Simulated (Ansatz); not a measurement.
**G0W0 on several functionals: Cs3Bi2Br9 (P-3m1)**

How much of the starting functional survives in the G0W0 gap of Cs3Bi2Br9 (P-3m1)?

Main program and level: Ansatz 0.2.0; G0W0 on several functionals, plane waves, PAW.

### 1. Set-up

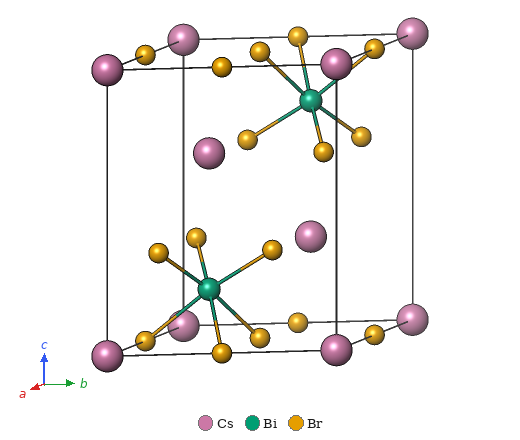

The starting structure, seen slightly off an axis (caesium pink, bismuth teal, bromine orange). Some periodic images of atoms are drawn too.

As a file:

```cif
data_structure
_symmetry_space_group_name_H-M 'P 1'
_symmetry_Int_Tables_number 1
_cell_length_a 7.9720
_cell_length_b 7.9720
_cell_length_c 9.8670
_cell_angle_alpha 90.000
_cell_angle_beta 90.000
_cell_angle_gamma 120.000
_cell_volume 543.06
loop_
_atom_site_label
_atom_site_type_symbol
_atom_site_fract_x
_atom_site_fract_y
_atom_site_fract_z
_atom_site_occupancy
Cs1 Cs 0.66667 0.33333 0.66690 1
Cs2 Cs 0.33333 0.66667 0.33310 1
Cs3 Cs 0.00000 0.00000 0.00000 1
Bi4 Bi 0.66667 0.33333 0.19180 1
Bi5 Bi 0.33333 0.66667 0.80820 1
Br6 Br 0.50000 0.50000 0.00000 1
Br7 Br 0.50000 0.00000 0.00000 1
Br8 Br 0.00000 0.50000 0.00000 1
Br9 Br 0.33530 0.16765 0.33940 1
Br10 Br 0.83235 0.16765 0.33940 1
Br11 Br 0.83235 0.66470 0.33940 1
Br12 Br 0.16765 0.33530 0.66060 1
Br13 Br 0.16765 0.83235 0.66060 1
Br14 Br 0.66470 0.83235 0.66060 1
```

The cell and positions come from the Crystallography Open Database and are kept as given unless a step says otherwise. Spin-orbit coupling is left out unless a step names it. The default PAW set here is soft_2. Its files were made with PBE.

### 2. G0W0 on r2SCAN

G0W0 replaces the xc potential by the self-energy, built once from these orbitals. Only a window of levels is corrected, while the sums run over the empty bands that the input names.

This step: G0W0 on r2SCAN, plane waves, PAW.

Contents of input.yaml:

```yaml
crystal:
  lattice:
    - [7.972, 0.0, 0.0]
    - [-3.986, 6.903954519, 0.0]
    - [0.0, 0.0, 9.867]
  atoms:
    - { symbol: Cs, position: [0.6666666667, 0.3333333333, 0.6669] }
    - { symbol: Cs, position: [0.3333333333, 0.6666666667, 0.3331] }
    - { symbol: Cs, position: [0.0, 0.0, 0.0] }
    - { symbol: Bi, position: [0.6666666667, 0.3333333333, 0.1918] }
    - { symbol: Bi, position: [0.3333333333, 0.6666666667, 0.8082] }
    - { symbol: Br, position: [0.5, 0.5, 0.0] }
    - { symbol: Br, position: [0.5, 0.0, 0.0] }
    - { symbol: Br, position: [0.0, 0.5, 0.0] }
    - { symbol: Br, position: [0.3353, 0.16765, 0.3394] }
    - { symbol: Br, position: [0.83235, 0.16765, 0.3394] }
    - { symbol: Br, position: [0.83235, 0.6647, 0.3394] }
    - { symbol: Br, position: [0.16765, 0.3353, 0.6606] }
    - { symbol: Br, position: [0.16765, 0.83235, 0.6606] }
    - { symbol: Br, position: [0.6647, 0.83235, 0.6606] }
kpoints:
  mp_grid: { grid: [3, 3, 2] }
hamiltonian:
  xc: r2scan
scf:
  occupations: { method: fixed }
gw:
  n_empty_bands: 1052
  ecut_chi: 90.0
  qp_bands: [v4, c4]
  qp_kpoints: band_edges
  screening: { model: contour_deformation }
```

The run is started by

```sh
ansatz run input.yaml --threads 2 --pin off --max-ram 92160MiB --backend cuda --events-out ev --progress --plain --runs-dir out --devices 1 --max-vram 13GiB  # rebuilt from the run's record
```

Numbers of over 12 decimals in the logs are rounded to 6 here.

Output:

```text
GPUs: using 1 of 1 available (devices: 1).
Engine: ansatz 0.2.0, x86_64-unknown-linux-gnu
Pseudopotentials: kind: paw
Pseudopotential: Cs, paw, valence charge 9, recommended cutoff 500 eV (meta_gga), Cs.paw.azcp
Pseudopotential: Bi, paw, valence charge 15, recommended cutoff 500 eV (meta_gga), Bi.paw.azcp
Pseudopotential: Br, paw, valence charge 7, recommended cutoff 500 eV (meta_gga), Br.paw.azcp
Functional definition: r2SCAN
  parameter k0 = 0.174
  parameter k1 = 0.065
  parameter a1 = 4.9479
  exchange = r2scan_x(k0 = k0, k1 = k1, a1 = a1)
  correlation = r2scan_c
device memory: the entry about to start is reckoned to put 4.1 GiB on a device that reports 53.3 GiB free (of which the cap on the GPU budget leaves the run 13.0 GiB)
GPU FFT provider: cuFFT
GPU libraries: cuBLAS 13.8.2, cuFFT 12.4.0, cuSOLVER 12.3.4
Crystal: 14 atoms, lattice volume = 543.063 Å³
Basis set: ecut = 500 eV, 13781 PW (Γ), exchange–correlation on 240×240×288 points (64 copies of the dense FFT grid, shifted against one another)
Bands: 74, of which v1, the nominal top of the filled ones, is band 60 counted from 1 (59 counted from 0)
Symmetry: 12 space group operations
Space group: P-3m1 (ITA 164), of the structure as read, at distance tolerance 8.2e-5 Å
k-points: 6 of 18
Non-local potential: Cs, projectors of the file, l = 0: 3, l = 1: 2, l = 2: 2, l = 3: 2
Non-local potential: Bi, projectors of the file, l = 0: 2, l = 1: 2, l = 2: 2, l = 3: 2
Non-local potential: Br, projectors of the file, l = 0: 2, l = 1: 2, l = 2: 2
PAW form: soft (Blöchl's): semilocal exchange-correlation on the pseudo side does not see the compensation charge
PAW frozen core: Cs, regenerated for the run's functional (the file was generated under x = pbe(κ = 0.804, μ = 0.219515), c = pbe(β = 0.066725))
PAW frozen core: Bi, regenerated for the run's functional (the file was generated under x = pbe(κ = 0.804, μ = 0.219515), c = pbe(β = 0.066725))
PAW frozen core: Br, regenerated for the run's functional (the file was generated under x = pbe(κ = 0.804, μ = 0.219515), c = pbe(β = 0.066725))
PAW one-centre angular grid: Cs, 302 points (default); XC on 160 Gauss nodes
PAW one-centre angular grid: Bi, 590 points (default); XC on 160 Gauss nodes
PAW one-centre angular grid: Br, 302 points (default); XC on 160 Gauss nodes
Initial density: superposition of atomic densities (neutral atoms: chi_scale 0, normalization atom), corrected by the library's trained network
Initial wavefunctions: pseudopotential atomic-orbital guess
GPU buffer pool allocated for 259200 grid points (all kernels)
GPU transforms: local potential and band sums: pruned to the plane-wave sphere, on 60×60×72
Functional: x = r2scan, c = r2scan; τ floored in thin density (d = 2e-4 eV/Å³)
SCF iter   1: F=—  HF=-67035.522711 eV  |F-HF|=—  |Δ(HF+E_count)|=         —  Δρ=2.76e-3  dr2=9.17e-2  dr2_τ=3.51e-2  ethr=1.77e-3  ⟨swp⟩=5.2  Hψ=1562  notcnv=0  defer=62
preconditioner: auto → Resta (q_TF=auto, 2.121 Å⁻¹)  ε∞=2.9  [insulator: Δε(μ)=2.912 eV  Ē_g=11.256 eV  n_scr=96 (ndim 8)  ℏωp=15.4 eV  f_vac=0.034  ε∞_Penn≈2.9]
SCF iter   2: F=—  HF=-67035.577498 eV  |F-HF|=—  |Δ(HF+E_count)|=   5.48e-2  Δρ=1.28e-3  dr2=9.84e-3  dr2_τ=8.41e-4  ethr=7.64e-5  ⟨swp⟩=3.0  Hψ=821  notcnv=0  defer=70
SCF iter   3: F=—  HF=-67035.577410 eV  |F-HF|=—  |Δ(HF+E_count)|=   8.81e-5  Δρ=4.13e-4  dr2=1.14e-3  dr2_τ=7.36e-5  ethr=8.20e-6  ⟨swp⟩=2.0  Hψ=712  notcnv=0  defer=71
SCF iter   4: F=—  HF=-67035.577444 eV  |F-HF|=—  |Δ(HF+E_count)|=   3.41e-5  Δρ=9.92e-5  dr2=4.57e-5  dr2_τ=2.88e-6  ethr=9.52e-7  ⟨swp⟩=2.0  Hψ=688  notcnv=0  defer=70
SCF iter   5: F=—  HF=-67035.577471 eV  |F-HF|=—  |Δ(HF+E_count)|=   2.69e-5  Δρ=1.98e-5  dr2=2.29e-6  dr2_τ=1.67e-7  ethr=3.81e-8  ⟨swp⟩=2.3  Hψ=783  notcnv=0  defer=64
SCF iter   6: F=—  HF=-67035.577472 eV  |F-HF|=—  |Δ(HF+E_count)|=   1.48e-6  Δρ=5.22e-6  dr2=1.45e-7  dr2_τ=9.59e-9  ethr=1.91e-9  ⟨swp⟩=2.0  Hψ=758  notcnv=0  defer=64
SCF iter   7: F=-67035.577472 eV  HF=-67035.577472 eV  |F-HF|=4.07e-10  |Δ(HF+E_count)|=   1.35e-7  Δρ=1.21e-6  dr2=1.33e-8  dr2_τ=6.98e-10  ethr=8.33e-11  ⟨swp⟩=21.0  Hψ=3028  notcnv=0
SCF 1 converged in 7 iterations: F = -67035.577472 eV  dr2 = 1.33e-8
  greatest PAW one-centre occupation: 0.989 electrons in one spin orbital (limit 2), on the Bi atom at site 4 (counted from 0), in its partial waves of l = 2
device memory: the entry about to start is reckoned to put 4.3 GiB (of the 4.4 GiB reckoned in all, the device holds 0.2 GiB already) on a device that reports 53.1 GiB free (of which the cap on the GPU budget leaves the run 12.8 GiB)
NSCF: frozen V_eff on 6 k-points
the band table was solved once the SCF had ended and its energy, with any forces and stress, was formed, with the checks that follow a solve (1990 applications of the Hamiltonian). They found nothing against the state; the energy, forces and stress were not computed again (output.eigenvalues in the input reference)
device memory: the entry about to start is reckoned to put 8.2 GiB on a device that reports 53.3 GiB free (of which the cap on the GPU budget leaves the run 13.0 GiB)
NSCF: frozen V_eff on 6 k-points
G₀W₀ screening: q 1/6
[... further progress lines ...]
device memory: the entry about to start is reckoned to put 1.0 GiB on a device that reports 55.2 GiB free (of which the cap on the GPU budget leaves the run 13.0 GiB)
NSCF: frozen V_eff on 1 k-points
device memory: the entry about to start is reckoned to put 1.0 GiB on a device that reports 55.2 GiB free (of which the cap on the GPU budget leaves the run 13.0 GiB)
NSCF: frozen V_eff on 1 k-points
SCF converged after 7 iterations
Free energy (F): -67035.577472 eV
Harris-Foulkes:  -67035.577472 eV  (|F-HF|=4.07e-10)
Internal energy: -67035.577472 eV  (E = F + TS)
E sigma→0 (E₀):  -67035.577472 eV
Fermi energy:    2.695269 eV
--- Per-component energies (eV) ---
  E_band       = -782.392650
  E_kinetic    = 2233.156948
  E_local      = -7380.683070  (includes V_loc(G=0)·N_el)
  E_nonlocal   = 1846.184780
  E_hartree    = 2466.333834
  E_xc         = -3030.143446
  E_vxc        = -1762.364507  (∫ρ·V_xc dr)
  E_paw        = -57087.961698  (= ΣΔE_a)
  E_vpaw       = -745.740023  (= ΣTr[D̂ρ^β])
  E_aug_tail   = -0.000489  (compensation charges beyond the density's cutoff)
  E_vtau       = 94.384534  (kinetic-family band-sum trace: ∫τ·v_τ [+ j·A + Jᵃ·Aᵃ] dr)
  E_ewald      = -6082.941322
  E_core_change = 0.476989  (= ΣΔE_core)
  E_smearing   = -0.000000  (= −TS)
  E_closure    = -0.000000  (closes the sum)
  Σ components = -67035.577472   (vs F -67035.577472, Δ=0.00e0)
--- Band table (eV; the first three rows and the last of 6) ---
  k-point 0: bands = [... 56 lower, 1.8554, 1.8564, 1.9063, 2.6953, 5.5868, 6.2790, 6.2790, 7.4749, ... 10 higher]
  k-point 1: bands = [... 56 lower, 2.0375, 2.0375, 2.0401, 2.1887, 5.8059, 5.8059, 5.8407, 7.3656, ... 10 higher]
  k-point 2: bands = [... 56 lower, 1.7741, 1.8123, 2.0010, 2.5840, 6.0757, 6.2307, 6.3115, 7.3122, ... 10 higher]
  k-point 5: bands = [... 56 lower, 1.6827, 1.6827, 2.3296, 2.3296, 6.3752, 6.3752, 6.3996, 7.1100, ... 10 higher]
--- G₀W₀: contour deformation, 6 samples at zero and on the imaginary axis and 2 off it, 18 q-points, 1052 empty bands' worth ---
  eigenvalues of the whole cell's RPA ε∞ on this k-mesh (on a slab, of 1 + 4πα/V) = 3.3917, 3.3917, 3.3983; static W/v taken at q = 0 is 0.294626
  bands read: the sum over 1112 bands ends inside a degenerate multiplet in 1 slot, whose members it reads at an even weight; the widest, k=0: bands 1112 to 1113 (counted from 1) at 1/2 each
  gw.qp_kpoints: band_edges: 6 of 6 stored k-points solved, in 1 pass; an edge of the gap read off the rows below is read off those points alone
    ik  band        ε_KS         Σx   Σc(E_QP)       V_xc       Z   E_QP_lin       E_QP  E_QP is
     0    57      1.8554   -19.5961     2.4805   -16.2516  0.7732     0.9772     0.9915  root
     0    58      1.8564   -19.6062     2.5328   -16.1854  0.7723     0.9531     0.9685  root
     0    59      1.9063   -19.6070     2.5389   -16.1929  0.7672     1.0148     1.0312  root
     0    60      2.6953   -18.9022     1.2368   -17.1397  0.7909     2.1660     2.1696  root
     0    61      5.5868    -9.5728    -2.9670   -13.1473  0.8154     6.1983     6.1943  root
     0    62      6.2790   -10.7807    -3.0198   -14.5119  0.8043     6.9968     6.9904  root
     0    63      6.2790   -10.7807    -3.0198   -14.5119  0.8043     6.9968     6.9904  root
     0    64      7.4749    -9.6350    -3.4095   -13.7299  0.7964     8.1695     8.1603  root
     1    57      2.0375   -19.7874     2.4957   -16.4288  0.7719     1.1600     1.1746  root
     1    58      2.0375   -19.7874     2.4957   -16.4288  0.7719     1.1600     1.1746  root
     1    59      2.0401   -19.7864     2.4966   -16.4277  0.7714     1.1634     1.1781  root
     1    60      2.1887   -18.2097     1.2760   -16.3660  0.7903     1.6164     1.6210  root
     1    61      5.8059    -9.7830    -2.9790   -13.3933  0.8118     6.4418     6.4372  root
     1    62      5.8059    -9.7830    -2.9790   -13.3933  0.8118     6.4418     6.4372  root
     1    63      5.8407   -10.0218    -2.9982   -13.6789  0.8119     6.5046     6.4996  root
     1    64      7.3656    -9.7896    -3.3452   -13.7873  0.7983     8.0258     8.0180  root
     2    57      1.7741   -19.4366     2.5541   -15.9893  0.7683     0.8641     0.8810  root
     2    58      1.8123   -19.0319     2.0255   -16.2801  0.7750     1.0761     1.0860  root
     2    59      2.0010   -19.7157     2.4986   -16.3508  0.7713     1.1199     1.1348  root
     2    60      2.5840   -19.0254     1.3317   -17.1504  0.7893     2.0369     2.0408  root
     2    61      6.0757   -10.3056    -3.0204   -14.0004  0.8087     6.7556     6.7500  root
     2    62      6.2307   -10.5424    -3.0390   -14.2784  0.8056     6.9338     6.9276  root
     2    63      6.3115   -10.7097    -3.0793   -14.5085  0.8050     7.0377     7.0310  root
     2    64      7.3122    -9.9532    -3.3794   -14.0239  0.7950     8.0126     8.0034  root
[...]
5    57      1.6827   -19.2853     2.5724   -15.8124  0.7659     0.7642     0.7822  root
     5    58      1.6827   -19.2853     2.5724   -15.8124  0.7659     0.7642     0.7822  root
     5    59      2.3296   -19.1525     1.5206   -17.0527  0.7853     1.7454     1.7504  root
     5    60      2.3296   -19.1525     1.5206   -17.0527  0.7853     1.7454     1.7504  root
     5    61      6.3752   -10.7723    -3.0928   -14.5938  0.8041     7.1110     7.1039  root
     5    62      6.3752   -10.7723    -3.0928   -14.5938  0.8041     7.1110     7.1039  root
     5    63      6.3996   -10.7698    -3.0734   -14.5639  0.8034     7.1273     7.1203  root
     5    64      7.1100    -9.7406    -3.3425   -13.7516  0.7974     7.7866     7.7785  root
```

Wall time 65 s (1 × NVIDIA H100 80GB HBM3 (shared by 6 runs) with 2 threads of AMD EPYC 7R13 (Zen 3), shared host); peak memory 5.2 GiB; 1.8 min of CPU time.

Reading the cycles: dr2 is the Hartree energy of the density residual (eV), the measure of convergence; HF is the Harris–Foulkes estimate of the energy, which meets the free energy F at convergence.

This step gave:

```
bands summed                                 : 1112
RPA ε∞ on this mesh (eigenvalues)            : 3.392, 3.392, 3.398
plane waves in the screening matrix          : 1059
q-points in the mesh                         : 18
G0W0 gap on the mesh                         : 4.025 eV
k of the valence top                         : 0, 0, 0
k of the conduction bottom                   : 0, 0, 0
starting gap on the mesh                     : 2.892 eV
Z at the valence top                         : 0.7909
Z at the conduction bottom                   : 0.8154
least direct G0W0 gap on the computed points : 4.025 eV
```

The gap on the mesh goes from 2.89 eV to 4.02 eV, a correction of +1.13 eV. Between the two edge states, bare exchange in place of the xc potential would open the gap by 5.34 eV, and correlation takes back 4.20 eV.

(Part 1 of 2 ends here.)

[Paths, hosts, dates, memory and timing lines, banners, echoed tables and standing remarks are left out of the program output.]

[Logs are printed without paths, hosts, clocks, repeated set-up lines and the standing remarks that a program may print on its own settings, such as how far it seeks lower states.]

[Runs of the session that timed out or met a known fault of the program may be left out.]

[Cells called generated may have been cut or substituted from an entry of the Crystallography Open Database or the Materials Project.]

[Hosts, paths, dates, database ids (printed as entryN), source tags and the programs' standing remarks are cut or masked in the printed files.]
